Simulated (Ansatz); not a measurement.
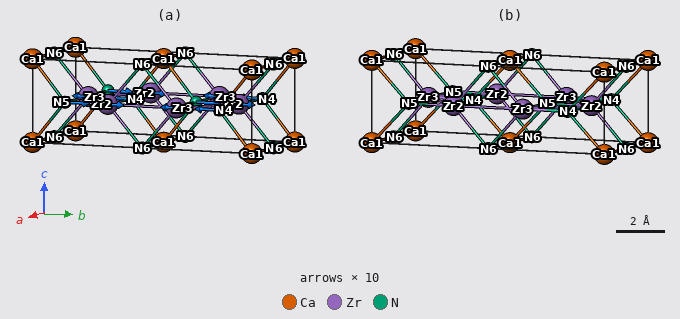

The structure of solid CaZr2N3 (a generated structure, set up in Cmmm) (coarse preliminary run) before (left) and after (right) a relaxation, at one scale. The blue arrows give the displacements (the part carried along by the change of the cell is left out), 10 times their true length.

A ball-and-stick model of the conventional cell (2 times the calculation's cell), seen slightly off an axis. Lengths and directions refer to the drawn axes.

Method: Ansatz, DFT PBE, scalar-relativistic, plane waves, PAW. Set-up: plane-wave cutoff 420 eV; k-point mesh 4 × 4 × 6; occupations gaussian; smearing width 0.1 eV; no spin polarisation; cell and atoms relaxed; force threshold 0.04 eV/Å; at most 70 steps.

Describe what moved and what it gained.

Answer. The energy falls by 0.696 eV per cell of the calculation in 6 accepted moves (8 points after the start). Largest force component: 3.4 eV/Å at the start, 0.016 eV/Å at the end. Pressure: 13.90 GPa at the start and −0.11 GPa at the end. At 2 points the geometry stayed and the basis and grid were re-selected for the new cell (energy shift of 18.7 meV per cell of the calculation at most each time). The largest moves relative to the cell, 0.12 Å, are those of N4 and N5. N4 goes along −b. Largest moves by element: N 0.12 Å, Zr 0.08 Å. Ca stays in place. The volume changes by +5.9 %, with a 4.528 → 4.600 Å (+1.6 %), b 10.053 → 10.660 Å (+6.0 %), c 3.539 → 3.480 Å (−1.7 %). Among the contacts that change: Zr2–Zr3 2.946 → 3.151 Å, Ca1–N4 2.311 → 2.427 Å, Zr2–N5 1.969 → 2.049 Å, Zr2–Zr2 3.539 → 3.480 Å. Among the angles between lasting bonds that change: Ca1–N4–Ca1 99.9° → 91.6°, N4–Ca1–N4 99.9° → 91.6°, N4–Ca1–N5 80.1° → 88.4°. The space group stays Cmmm (No. 65).
